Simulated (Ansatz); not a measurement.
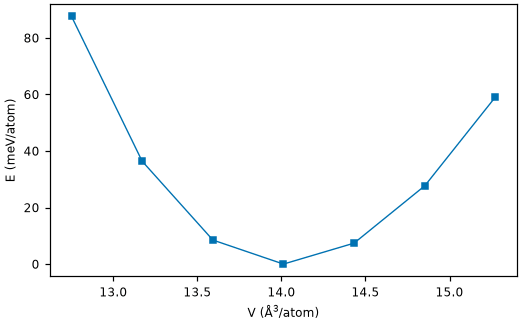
FePt (L1₀ or tetragonal B2, P4/mmm) under volume change, PBE in the plane-wave PAW code Ansatz, shape and atoms relaxed at each volume.

Q: What does a third-order Birch–Murnaghan fit give for V₀, B₀ and B′?

A: V₀ = 14.02 Å³/atom, B₀ = 202 GPa, B′ = 5.3.

Symmetry was held in the PBE relaxation. The final state is ferromagnetic, chosen from 5 collinear starts compared on coarse meshes (ties went to the first, and starts can fall back to one state), not a proven ground state. Textbook magnetic order: ferromagnetic. Scalar-relativistic: spin–orbit coupling is off unless named, which matters more the heavier the elements.

Potentials: the earlier of the program's two PAW sets.
